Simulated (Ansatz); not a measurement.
# H4MoN2O2 (Mo(NH)2(OH)2): what the fields show

| atom | x (Å) | y (Å) | z (Å) |
| --- | --- | --- | --- |
| Mo | -0.0963 | -0.0214 | -0.0587 |
| N | -0.0479 | 0.3150 | 1.6426 |
| H | 0.3872 | 0.5231 | 2.5396 |
| N | 1.4900 | 0.0058 | -0.7606 |
| H | 2.5020 | 0.1192 | -0.7733 |
| O | -1.1242 | 1.3159 | -0.9344 |
| H | -1.7583 | 1.8437 | -0.4307 |
| O | -0.8468 | -1.7544 | -0.2705 |
| H | -0.5056 | -2.3469 | -0.9539 |

Geometry: B3LYP-D4/def2-SVP; core potentials replace the inner electrons of Mo.

Computed with Ansatz 0.2.0, RKS PBE0-D4/def2-TZVP.

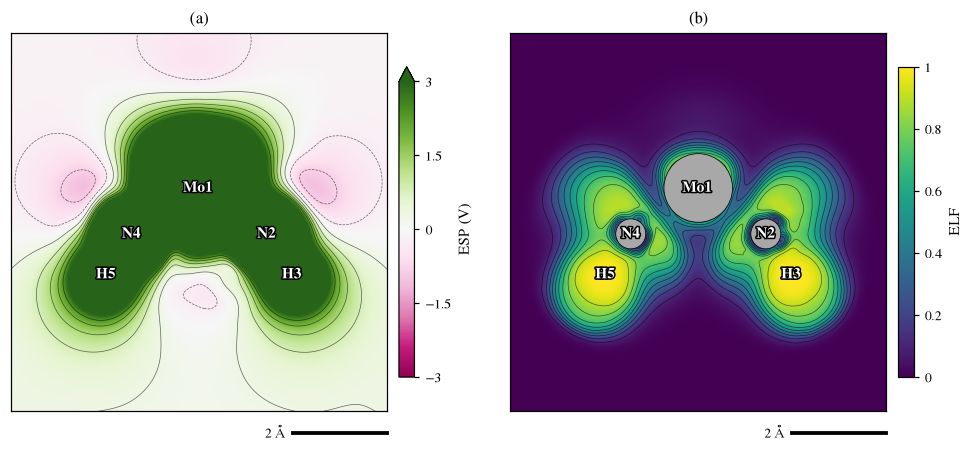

Figure 1. (a) molecular electrostatic potential; (b) electron localisation function on the plane of atoms Mo1, N2 and H3. Grey discs cover the atomic cores in the ELF map.

What does the map show?

Atoms in the plane: Mo, N and H. Mo–N (1.73 Å): the ELF peaks at about 0.75 in the valence shell of N, 0.5 Å from its nucleus, and drops to about 0.35 between the two atoms. N–H (1.02 Å): the ELF climbs to about 1 towards the hydrogen, as it does in any bond to H; a covalent bond by its length. Outside the dense part of the molecule the potential is most negative (−1.1 V) near N2 and N4.

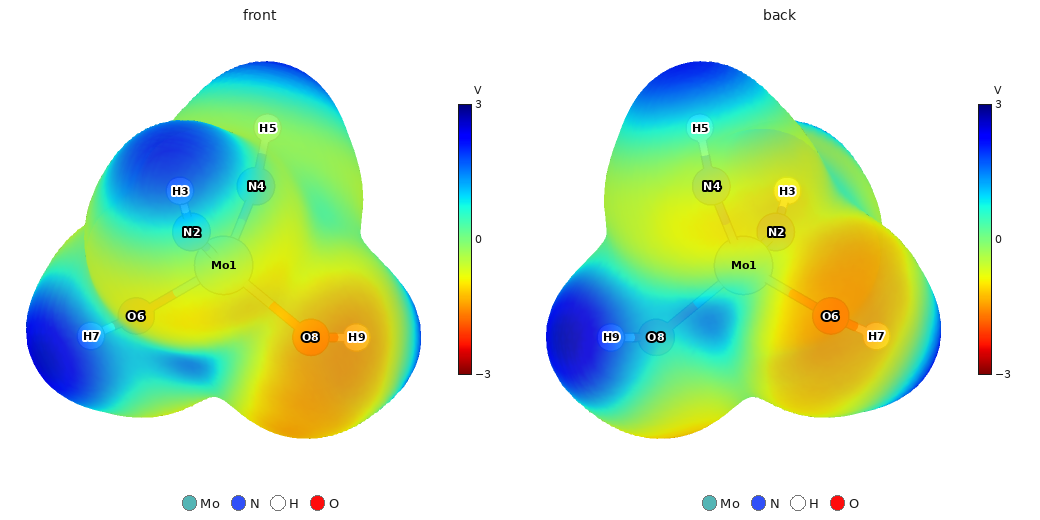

Figure 2. The electrostatic potential painted on the density surface at 0.002 e/bohr³, seen from the front and from behind; red is negative and blue positive.

Describe the electrostatic potential map.

The most negative region (about −1.5 V, or −35 kcal/mol for a unit charge) lies over O6 and O8, the most positive (about +2.6 V, or +60 kcal/mol for a unit charge) over H7 and H9.

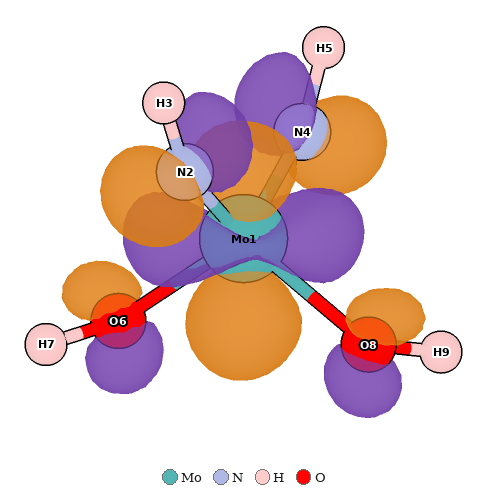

Figure 3. One frontier orbital at ±0.15 Å⁻³ᐟ² (orange and purple are the two phases), seen at a tilt.

Which orbital is it: HOMO or LUMO?

The LUMO, at −1.33 eV. It lies mainly on Mo1 (about 55 %), N2 (about 10 %), N4 (about 10 %), O6 (about 5 %) and O8 (about 5 %).
